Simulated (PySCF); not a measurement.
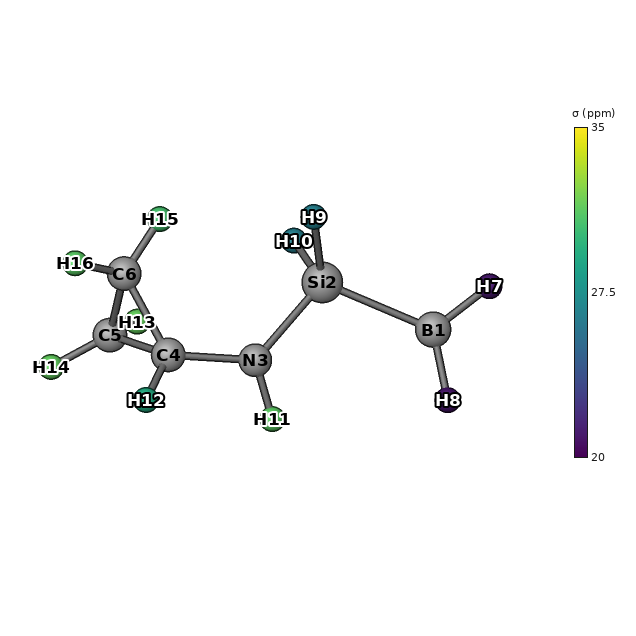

Atoms are coloured by their isotropic NMR shieldings (H only, the others grey). The computed structure is the end point of a GFN2-xTB optimisation. No frequency run is at hand to confirm it as a minimum. Level of theory: GIAO PBE0/pcSseg-1 NMR shielding, non-relativistic, gas phase (PySCF 2.14.0).

Which H atom is the most shielded (lowest chemical shift)?

H13 (31.47 ppm).

Which H atom is the least shielded (highest chemical shift)?

H8 (20.93 ppm).

How wide is the range of H shifts?

10.54 ppm.

Give the isotropic NMR shieldings of the H atoms atom by atom.

```csv
atom,σ (ppm)
H7,21.01
H8,20.93
H9,26.51
H10,26.50
H11,31.22
H12,29.17
H13,31.47
H14,31.38
H15,30.66
H16,31.17
```

The geometry is semi-empirical. Around B, Si such bond lengths and angles can be off by a tenth of an ångström or more and by several degrees, and values that hang on the shape move with them.
